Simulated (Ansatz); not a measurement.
Process, species as SMILES: FOF → F atom + [O]F (O-F)
B3LYP-D3(BJ)/def2-TZVP geometries, fixed; electronic energies without zero-point terms.

Basis-set convergence of the bond dissociation energy at CCSD(T) with Ansatz (a quantum-chemistry and plane-wave program). Cartesian d functions, on some or all atoms, in 6-31+G*; all else is spherical. Cores are frozen. A restricted Hartree-Fock determinant is unstable towards unrestricted orbitals. Open shells are unrestricted. No added dispersion term, no relativity. Functions are those of the species that has most. Reference: Hartree-Fock in cc-pVQZ plus the correlation part extrapolated as X^-3 from cc-pVTZ and cc-pVQZ, 40.40 kcal/mol, itself unsure by roughly 0.50 kcal/mol (a third of the extrapolation step and of the last Hartree-Fock step). Deviations are taken from unrounded values.

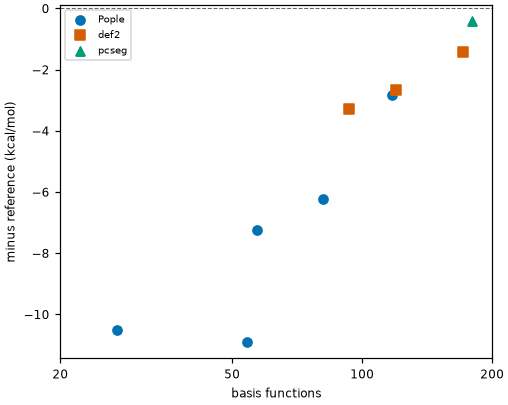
Figure. Deviation from the reference against the number of basis functions, by family of sets.

```
basis              functions  bond dissociation energy (kcal/mol)  minus reference (kcal/mol)
-----------------  ---------  -----------------------------------  --------------------------
3-21G                     27                                29.90                      -10.50
6-311G**                  54                                29.48                      -10.91
6-31+G*                   57                                33.15                       -7.24
6-311++G(2d,2p)           81                                34.18                       -6.22
def2-TZVPP                93                                37.11                       -3.29
6-311++G(3df,3pd)        117                                37.57                       -2.83
def2-TZVPPD              120                                37.74                       -2.65
def2-QZVPP               171                                38.99                       -1.41
pcseg-3                  180                                39.98                       -0.42
```
